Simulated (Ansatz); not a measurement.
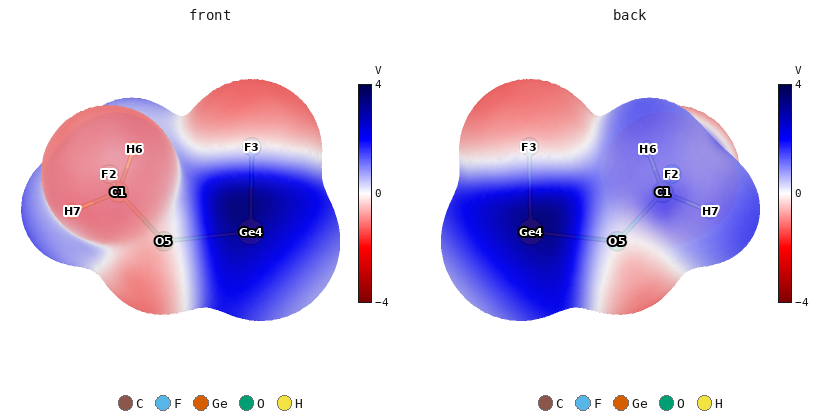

*CH$_{2}$F$_{2}$GeO. The molecular electrostatic potential painted on the density surface at 0.004 e/bohr³, seen from the front and from behind; the colour scale runs from red (negative) to blue (positive).*

Geometry: PBE0-D3(BJ)/def2-SVP.

All numbers below come from isolated molecule in a Gaussian basis; Kohn-Sham density functional theory, functional PBE0 (Ansatz).

```
atom    x (Å)    y (Å)   z (Å)
   C  -1.5951   0.5057  3.5507
   F  -0.2768   0.2707  3.8070
   F  -1.2409   2.8291  1.8231
  Ge  -1.6017   1.4007  0.8551
   O  -1.8593   0.2677  2.2179
   H  -1.8089   1.5518  3.8300
   H  -2.1949  -0.1972  4.1540
```

Q: Where is the surface potential most negative and most positive?

A: The most negative region (about −1.2 V) lies over F3, the most positive (about +3.4 V) over Ge4.

Q: What dipole moment does the calculation give?

A: Its dipole moment is 2.02 D.
